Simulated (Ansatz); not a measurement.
**C2H7BGeO: up Jacob's ladder to CCSD(T)**

Aim: compute C2H7BGeO with functionals from several rungs and with coupled cluster, and see how far each lands from CCSD(T) at the basis-set limit for the atomisation energy.

Method: functionals in def2-TZVPP, the program's frozen cores in correlated methods; program: Ansatz 0.2.0, Gaussian basis.

Plan: PBE-D4, r2SCAN-D4, PBE0-D4, B3LYP-D4, ωB97X-V, ωB97M-V, B2PLYP; CCSD(T)/def2-TZVPP; MP2/def2-QZVPP; extrapolation to the limit.

**1. The geometry**

All runs share one geometry, relaxed beforehand with PBE0-D4 in a triple-zeta def2 set.

SMILES `BC(=C)[O][GeH3]`, 12 atoms, charge 0, spin multiplicity 1.

Atoms are counted from 1 here; the program's logs count them from 0.

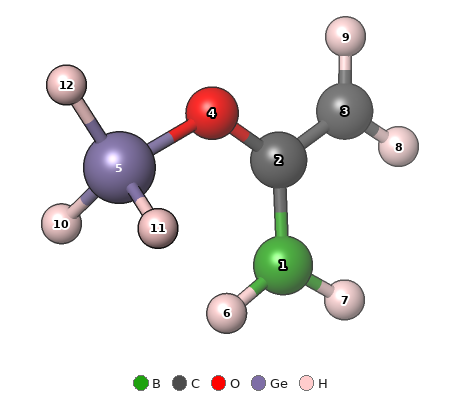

The structure; boron green, carbon dark grey, oxygen red, germanium purple, hydrogen pink; atoms are numbered from 1 in the order of the file.

**2. PBE-D4 (GGA)**

Contents of in.yaml:

```yaml
crystal:
  periodic: [false, false, false]
  atoms:
    - {symbol: B, position_ang: [-0.415123, -0.029777, 1.449224]}
    - {symbol: C, position_ang: [-0.310449, -0.716393, 0.078043]}
    - {symbol: C, position_ang: [-0.796186, -1.967093, -0.044636]}
    - {symbol: O, position_ang: [0.241588, -0.138312, -1.022275]}
    - {symbol: Ge, position_ang: [0.933469, 1.516130, -1.033250]}
    - {symbol: H, position_ang: [-0.008991, 1.082650, 1.633234]}
    - {symbol: H, position_ang: [-0.916312, -0.624616, 2.353851]}
    - {symbol: H, position_ang: [-1.240267, -2.452363, 0.812831]}
    - {symbol: H, position_ang: [-0.755413, -2.507297, -0.985545]}
    - {symbol: H, position_ang: [-0.162303, 2.535285, -0.685606]}
    - {symbol: H, position_ang: [2.101682, 1.592558, -0.038397]}
    - {symbol: H, position_ang: [1.405305, 1.653930, -2.483475]}
basis:
  gaussian: {orbitals: def2-TZVPP}
hamiltonian: {xc: pbe, dispersion: d4}
output: {forces: true, orbitals: {seedname: orbitals}}
```

Run with:

```
$ ansatz run in.yaml --threads 4 --pin off --events-out ev --progress --plain --max-ram 10444MiB
```

After this run come: r2SCAN-D4 (meta-GGA); PBE0-D4 (hybrid); B3LYP-D4 (hybrid); ωB97X-V (range-separated); ωB97M-V (range-separated); B2PLYP (double hybrid); CCSD(T) in def2-TZVPP; MP2 in def2-QZVPP.

Before running them: what should the planned runs give, taken together? Wanted: atomisation energy, CCSD(T)/CBS; farthest; mean size of error, hybrid; mean size of error, range-separated; gap, smallest and largest; T1 diagnostic; triples share of the correlation energy.

The runs gave:

| quantity | value |
| --- | --- |
| atomisation energy, CCSD(T)/CBS | 1030.1 kcal/mol |
| functionals within 10.3 kcal/mol (1.0 %) | r2SCAN-D4, PBE0-D4, B3LYP-D4, ωB97X-V, ωB97M-V, B2PLYP |
| farthest | PBE-D4 (+18.8 kcal/mol) |
| mean size of error, hybrid | 1.7 kcal/mol |
| mean size of error, range-separated | 2.5 kcal/mol |
| gap, smallest and largest | 2.91 eV (PBE-D4), 9.32 eV (ωB97X-V) |
| T1 diagnostic | 0.0128 |
| triples share of the correlation energy | 4.0 % |

What this shows: PBE-D4 misses by +18.8 kcal/mol. Double hybrids carry the basis error of their MP2 part in triple zeta, and no dispersion term here, so their miss is partly the set-up's. Misses under about 10.3 kcal/mol are within the doubt on the reference itself, which lacks core-valence correlation, relativity and higher excitations, and its outer-core shells are covered unevenly. Hartree-Fock recovers 74 % of the binding; the rest is correlation. The gap grows from 2.9 to 9.3 eV across the functionals, mostly with the share of exact exchange. The restricted reference is unstable towards a spin-broken one. Correlated methods include outer-core shells of Ge, which these sets cover unevenly.
